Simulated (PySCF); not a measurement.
# ReF3: structure of the singlet

Where does singlet ReF3 go from a T-shaped start, is the end point a minimum, and what are its modes, charges and moments?

Method: PBE0, basis Re def2-SVP with ECP60, F def2-SVP, scalar-relativistic core potentials, no spin–orbit coupling, density fitting; program: PySCF 2.14.0.

## Step 1: The starting structure

4 atoms, charge 0, spin multiplicity 1.

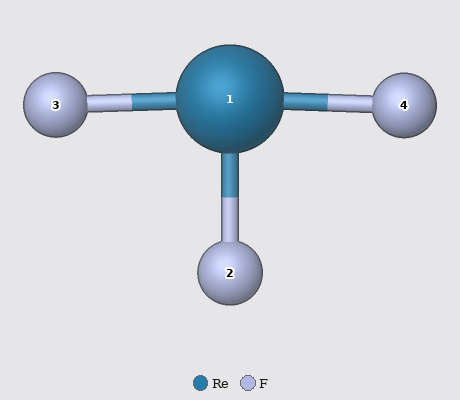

As it starts; rhenium blue, fluorine light blue; atoms are numbered from 1 in the order of the file.

```xyz
4
charge 0 multiplicity 1
Re    0.0000    0.0000   -0.1625
F     0.0000    0.0000    1.7875
F     1.9488    0.0000   -0.0944
F    -1.9488    0.0000   -0.0944
```

## Step 2: Relaxing the singlet from the T-shaped start

One driver script runs all steps and calls PySCF; scf.py shows how it sets up the SCF of each step. The optimiser is the driver's own. Before each start the driver seeks the lowest SCF state from one or more starting densities and follows internal instabilities, so scf.py alone need not reach the same state.

The program finds C2v symmetry in the start, which this walk keeps. The walk stops when the largest gradient is under 0.0003 Eh/bohr and the energy has settled too.

Contents of scf.py:

```python
from pyscf import gto, scf, dft
mol = gto.M(atom='''
Re     0.000000     0.000000    -0.162469
F      0.000000     0.000000     1.787531
F      1.948800    -0.000000    -0.094369
F     -1.948800     0.000000    -0.094369''',
    basis={'Re': 'def2-SVP', 'F': 'def2-SVP'},
    ecp={'Re': 'def2-SVP'},
    charge=0, spin=0)
mf = dft.RKS(mol, xc='PBE0')
mf.grids.atom_grid = (50, 194)
aux = {'Re': 'def2-universal-JKFIT', 'F': 'def2-universal-JKFIT'}
mf = mf.density_fit(auxbasis=aux)
mf.kernel()
```

Steps of the walk:

```csv
step,energy (Eh),change (kJ/mol),largest symmetric gradient (Eh/bohr)
0,-377.233305,0.00,0.08911
1,-377.272620,-103.22,0.01326
2,-377.279759,-121.96,0.01417
3,-377.283093,-130.72,0.02497
4,-377.284929,-135.54,0.00754
5,-377.285030,-135.80,0.00056
6,-377.285029,-135.80,0.00012
```

The walk needed 5.7 s of wall time on 4 threads, shared host.

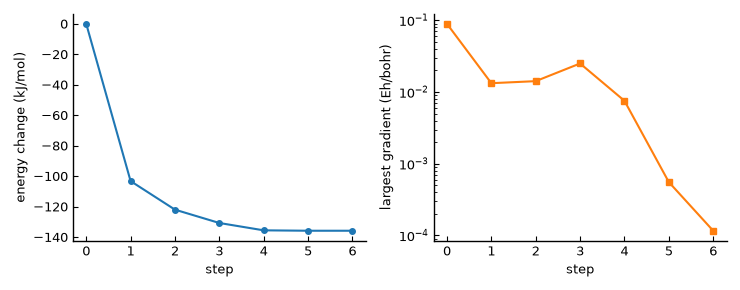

How energy and gradient fall.

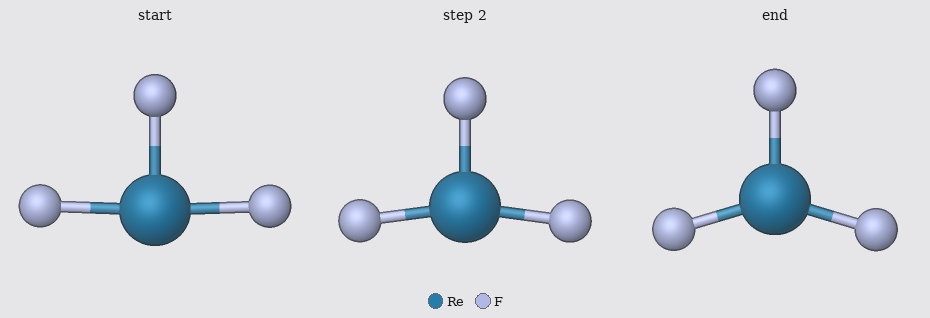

The geometry along the walk, at one scale.

End point (C2v, 6 steps, 135.8 kJ/mol gained): Re–F 1.795 Å (×2), Re–F 1.854 Å; F–Re–F 106.7° (×2), F–Re–F 146.5°.

## Step 3: Is it a minimum? Harmonic modes

The point is checked on the finer grid, and tightened if its gradient asks for it. The Hessian and the dipole derivatives come from central differences of analytic gradients, with steps of 0.01 bohr.

Edit scf.py of step 2 so:

```diff
@@ -3,4 +3,4 @@
-Re     0.000000     0.000000    -0.162469
-F      0.000000     0.000000     1.787531
-F      1.948800    -0.000000    -0.094369
-F     -1.948800     0.000000    -0.094369''',
+Re     0.000000    -0.000000    -0.061810
+F     -0.000000     0.000000     1.793339
+F      1.717034    -0.000000    -0.583165
+F     -1.717034     0.000000    -0.583165''',
@@ -11 +11 @@
-mf.grids.atom_grid = (50, 194)
+mf.grids.atom_grid = (75, 302)
```

This SCF starts from the last density.

Log of the central SCF (cycles and frontier levels):

```text
init E= -377.285004632111
  HOMO = -0.240099227067337  LUMO = -0.140041401665904  gap/eV = 2.72271
cycle= 1 E= -377.285004632109  delta_E= 1.93e-12  |g|= 3.91e-06  |ddm|= 6.98e-06
  HOMO = -0.24010018358955  LUMO = -0.140042681271748  gap/eV = 2.72270
Extra cycle  E= -377.285004632103  delta_E= 6.59e-12  |g|= 7.19e-06  |ddm|= 9.32e-06
converged SCF energy = -377.285004632103
```

The whole step took 15 s.

Geometry: C2v; Re–F 1.794 Å (×2), Re–F 1.855 Å; F–Re–F 106.9° (×2), F–Re–F 146.2°.

Harmonic modes (main isotopes):

```tsv
symmetry	ω (cm⁻¹)	IR (km/mol)	type
b2	138i	15.4	bend
b1	180	1.0	bend
a1	182	3.6	bend
a1	723	82.1	stretch
b2	747	187	stretch
a1	764	10.1	stretch
```

1 mode is imaginary, the largest at 138i cm⁻¹: a saddle point, not a minimum.

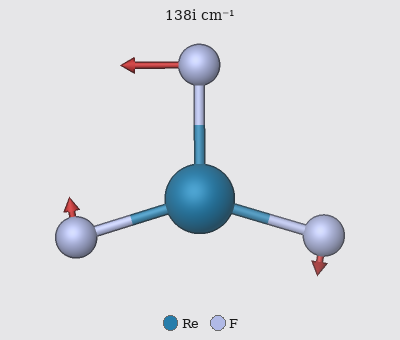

The imaginary mode, as arrows.

Constants and moments:

```
Dipole moment                                                   : 1.43 D
Highest occupied level                                          : -6.53 eV
Lowest empty level                                              : -3.81 eV
Rotational constants                                            : 0.2256, 0.1505, 0.09026 cm⁻¹
Zero-point energy (real modes)                                  : 15.5 kJ/mol
Principal polarisabilities                                      : 34.1, 34.1, 40.0 bohr³
Atomisation energy without zero-point energy                    : 1250 kJ/mol
Principal traceless quadrupole moments about the centre of mass : -0.27, 0.06, 0.21 D Å
```

Charges (e) and bond orders:

```
atom  Mulliken  Löwdin  polar tensor  Mayer order to Re1
 Re1      0.88    0.24          1.59                   –
  F2     -0.31   -0.13         -0.56                1.07
F3,4     -0.28   -0.05         -0.52                1.16
```

Outer orbital energies (eV). occupied: -14.24, -13.81, -13.80, -13.34, -12.57, -12.30, -6.83, -6.53; empty: -3.81, -3.08, -2.17, 0.36.

Mulliken populations on Re1 (outside its core potential): s 2.88, p 6.25, d 4.87, f 0.12.

## Step 4: Following the imaginary mode

The start is the last point, displaced along its most imaginary mode.

The program finds Cs symmetry in the start, which this walk keeps. The walk stops when the largest gradient is under 0.0003 Eh/bohr and the energy has settled too.

Edit scf.py of step 3 so:

```diff
@@ -3,4 +3,4 @@
-Re     0.000000    -0.000000    -0.061810
-F     -0.000000     0.000000     1.793339
-F      1.717034    -0.000000    -0.583165
-F     -1.717034     0.000000    -0.583165''',
+Re    -0.029740    -0.000000    -0.063271
+F      0.250000     0.000000     1.791878
+F      1.738364    -0.000000    -0.456048
+F     -1.695704     0.000000    -0.713204''',
@@ -11 +11 @@
-mf.grids.atom_grid = (75, 302)
+mf.grids.atom_grid = (50, 194)
```

Steps of the walk:

```csv
step,energy (Eh),change (kJ/mol),largest symmetric gradient (Eh/bohr)
0,-377.285467,0.00,0.02842
1,-377.286538,-2.81,0.00755
2,-377.286815,-3.54,0.00445
3,-377.287484,-5.29,0.00708
4,-377.287620,-5.65,0.00397
5,-377.287665,-5.77,0.00038
6,-377.287668,-5.78,0.00025
```

The walk took 6.2 s.

Geometry (Å) and forces (eV/Å) at some steps:

```
step 0
Re  -0.030   0.000  -0.063   0.534   0.000   1.461
F    0.250   0.000   1.792  -0.193   0.000  -1.060
F    1.738   0.000  -0.456  -0.203   0.000  -0.159
F   -1.696   0.000  -0.713  -0.138   0.000  -0.242
step 1
Re  -0.024   0.000  -0.037  -0.388   0.000   0.005
F    0.244   0.000   1.776   0.114   0.000   0.236
F    1.730   0.000  -0.464   0.162   0.000  -0.111
F   -1.687   0.000  -0.716   0.112   0.000  -0.131
step 3
Re  -0.066   0.000   0.027   0.042   0.000   0.220
F    0.305   0.000   1.830  -0.014   0.000  -0.364
F    1.685   0.000  -0.493  -0.207   0.000   0.095
F   -1.660   0.000  -0.805   0.178   0.000   0.050
step 6
Re  -0.083   0.000   0.049   0.001   0.000   0.002
F    0.331   0.000   1.827   0.001   0.000   0.005
F    1.661   0.000  -0.487   0.009   0.000   0.003
F   -1.647   0.000  -0.830  -0.011   0.000  -0.011
```

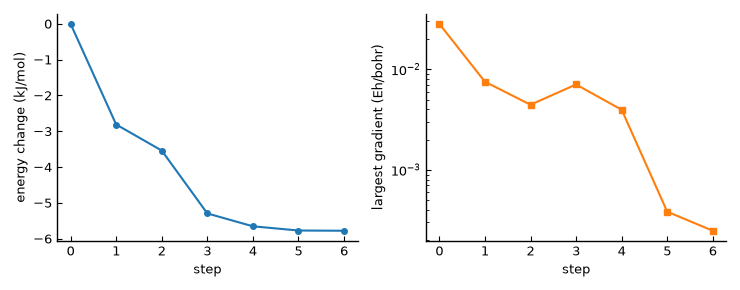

Energy and largest gradient along the walk.

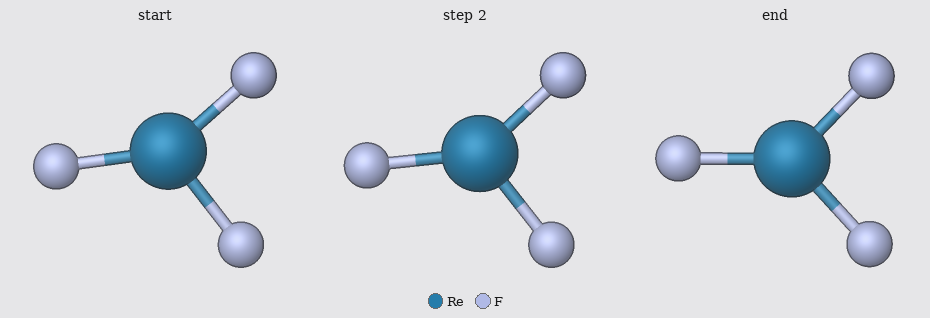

The geometry along the walk, at one scale.

End point (Cs, 6 steps, 5.8 kJ/mol gained): Re–F 1.793 Å, Re–F 1.825 Å (×2); F–Re–F 93.9°, F–Re–F 132.5°, F–Re–F 133.6°.

## Step 5: Is it a minimum? Harmonic modes

The same treatment as at the point before.

Edit scf.py of step 4 so:

```diff
@@ -3,4 +3,4 @@
-Re    -0.029740    -0.000000    -0.063271
-F      0.250000     0.000000     1.791878
-F      1.738364    -0.000000    -0.456048
-F     -1.695704     0.000000    -0.713204''',
+Re    -0.047402     0.000000    -0.027245
+F      0.369072     0.000000     1.749799
+F      1.697733    -0.000000    -0.561882
+F     -1.602949     0.000000    -0.921311''',
@@ -11 +11 @@
-mf.grids.atom_grid = (50, 194)
+mf.grids.atom_grid = (75, 302)
```

Log of the central SCF (cycles and frontier levels):

```text
init E= -377.287598637849
  HOMO = -0.24472002032943  LUMO = -0.138610824310583  gap/eV = 2.88738
cycle= 1 E= -377.287598636889  delta_E= 9.6e-10  |g|= 8.04e-05  |ddm|= 8.76e-05
  HOMO = -0.244707726142382  LUMO = -0.138595795362016  gap/eV = 2.88745
cycle= 2 E= -377.287598632308  delta_E= 4.58e-09  |g|= 0.000176  |ddm|= 0.000182
  HOMO = -0.244715665773084  LUMO = -0.13860539735919  gap/eV = 2.88741
cycle= 3 E= -377.287598638116  delta_E= -5.81e-09  |g|= 5.37e-06  |ddm|= 0.000124
  HOMO = -0.244715701749411  LUMO = -0.13860554617138  gap/eV = 2.88740
cycle= 4 E= -377.28759863812  delta_E= -3.87e-12  |g|= 1.15e-06  |ddm|= 3.65e-06
  HOMO = -0.244716137674035  LUMO = -0.138605915545007  gap/eV = 2.88741
Extra cycle  E= -377.28759863812  delta_E= -1.14e-13  |g|= 2.24e-06  |ddm|= 3.25e-06
converged SCF energy = -377.28759863812
```

The whole step took 15 s.

Geometry: C2v; Re–F 1.794 Å, Re–F 1.825 Å (×2); F–Re–F 93.8°, F–Re–F 133.1° (×2).

Modes, for the most abundant isotopes:

```csv
symmetry,ω (cm⁻¹),IR (km/mol),type
b2,129,13.1,bend
b1,185,0.9,bend
a1,231,1.2,bend
b2,660,109,stretch
a1,750,0.5,stretch
a1,777,155,stretch
```

All wavenumbers are real: a minimum.

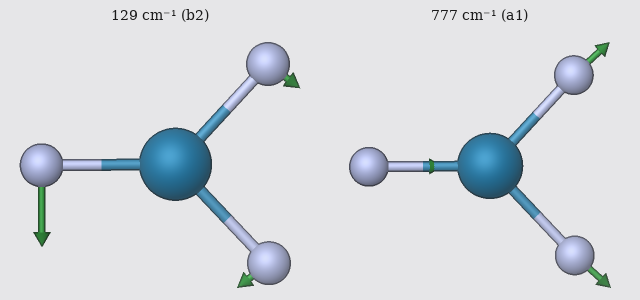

Displacements of 2 of the modes, as arrows (one member where a mode is degenerate).

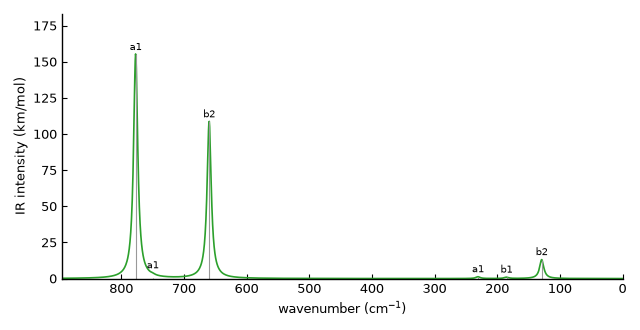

The harmonic infrared spectrum (widths in cm⁻¹). Lines are broadened to a width of 8 cm⁻¹ (Lorentzian).

Constants and moments:

```
Dipole moment                                                   : 1.29 D
Highest occupied level                                          : -6.66 eV
Lowest empty level                                              : -3.77 eV
Rotational constants                                            : 0.2496, 0.1411, 0.09014 cm⁻¹
Zero-point energy                                               : 16.3 kJ/mol
Principal polarisabilities                                      : 33.1, 34.7, 39.6 bohr³
Atomisation energy without zero-point energy                    : 1256 kJ/mol
Principal traceless quadrupole moments about the centre of mass : -1.69, 0.42, 1.27 D Å
Entropy at 298.15 K and 1 bar                                   : 312.6 J/(mol K)
Heat capacity Cp at 298.15 K                                    : 66.4 J/(mol K)
Enthalpy at 298.15 K above 0 K                                  : 15.40 kJ/mol
Rotational symmetry number                                      : 2
```

Populations by atom (charges in e):

```csv
atom,Mulliken,Löwdin,polar tensor,Mayer order to Re1
Re1,0.88,0.24,1.52,–
"F2,3",-0.30,-0.09,-0.52,1.11
F4,-0.29,-0.06,-0.49,1.17
```

Outer orbital energies (eV). occupied: -14.11, -13.66, -13.34, -13.22, -13.10, -12.51, -6.88, -6.66; empty: -3.77, -3.20, -1.84, 0.18.

Mulliken populations on Re1 (outside its core potential): s 2.90, p 6.24, d 4.86, f 0.12.

## Step 6: Would spin polarisation lower it?

At the lowest minimum the closed shell is tested against spin polarisation, on the (50, 194) grid. It is unstable: an open-shell solution lies lower. That solution was not followed to a minimum here.

## Step 7: The points found, side by side

| spin | group | bonds | imaginary modes (cm⁻¹) | ΔE (kJ/mol) | with zero-point energy |
| --- | --- | --- | --- | --- | --- |
| singlet | C2v | Re–F 1.794 Å, Re–F 1.825 Å (×2) | none | 0.0 | 0.0 |
| singlet | C2v | Re–F 1.794 Å (×2), Re–F 1.855 Å | 138i | 6.8 | – |

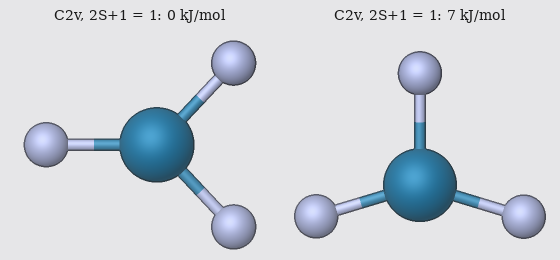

The points, lowest first (rhenium blue, fluorine light blue).

## Step 8: What came out

| quantity | value |
| --- | --- |
| minimum | singlet, C2v (closed shell, unstable towards spin polarisation) |
| geometry | Re–F 1.794 Å, Re–F 1.825 Å (×2); F–Re–F 93.8°, F–Re–F 133.1° (×2) |
| wavenumbers (cm⁻¹) | 129 (b2), 185 (b1), 231 (a1), 660 (b2), 750 (a1), 777 (a1) |
| dipole moment | 1.29 D |
| highest occupied, lowest empty level | -6.66, -3.77 eV |
| polar-tensor charge of Re1 | +1.52 e |
| zero-point energy | 16.3 kJ/mol |

In words: The T-shaped start (C2v) ends in a minimum of C2v symmetry, after a stop at a saddle point 6.8 kJ/mol higher, from which it was pushed off along an imaginary mode. The strongest infrared band lies at 777 cm⁻¹ (a1, stretch). Only this shape and spin were tried, so other structures or states may lie lower. The closed shell proved unstable towards spin polarisation, so a lower open-shell solution exists. Spin–orbit coupling, left out here, can matter for elements this heavy.

The search up to here needed 46 s of wall time on 4 threads, shared host.
